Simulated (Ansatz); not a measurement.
C₂H₃AlBrF (SMILES FC(Br)=[CH][AlH2])

```xyz
8

F     0.5036   -1.7246    0.9704
C     0.8472   -0.3817    0.9710
Br    2.1879    0.1598    2.1786
C     0.3730    0.5289    0.1464
Al   -1.1209    0.0449   -1.1618
H     0.6283    1.5676    0.1743
H    -1.7088    1.1812   -2.0913
H    -1.6181   -1.4331   -1.2433
```

Theory: SCF B3LYP, Gaussian basis in Ansatz.

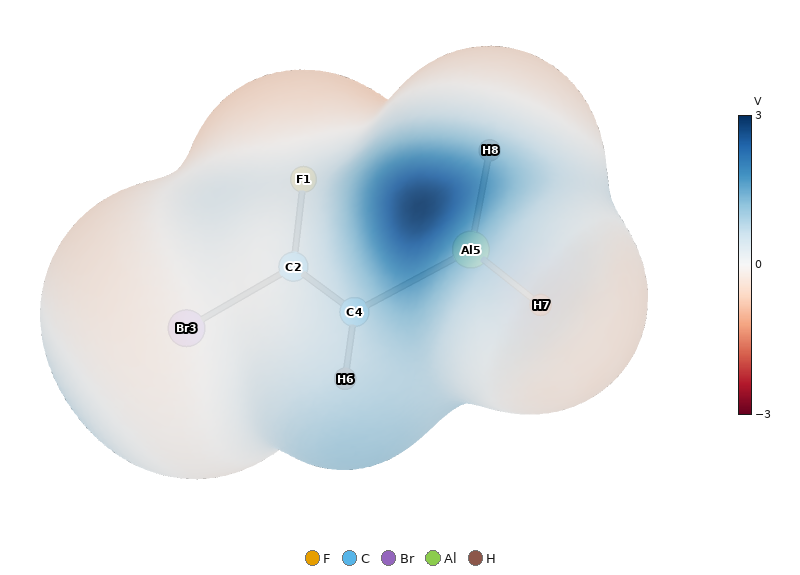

Figure 1. The electrostatic potential painted on the density surface at 0.001 e/bohr³, seen at a tilt; red is negative and blue positive.

Q: Which sites attract a positive test charge, and which a negative one?

A: A positive charge is drawn to the negative regions and a negative charge to the positive ones. The most negative region (about −0.6 V) lies over F1 and H8, the most positive (about +2.7 V) over Al5. Br3 shows a σ-hole: about +0.7 V at the tip opposite its bond, against about −0.2 V on its flanks.

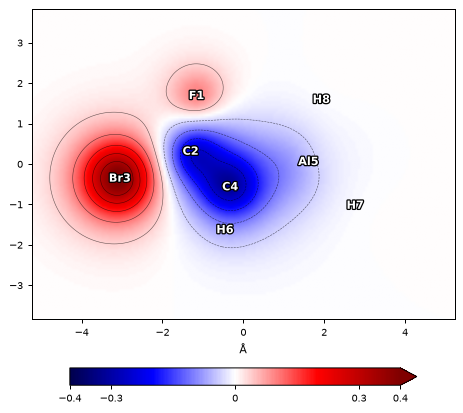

Figure 2. The HOMO on a plane 0.8 Å above the molecular plane (values in Å⁻³ᐟ²; the overall sign is arbitrary).

Q: Describe this orbital and give its energy.

A: Its weight (Hirshfeld) is mainly on Br3 (about 40 %), C4 (about 30 %) and C2 (about 20 %); it changes sign across the molecular plane (π type); π-bonding across C2–C4; π-antibonding (a node) across C2–Br3. Its energy is −7.42 eV.
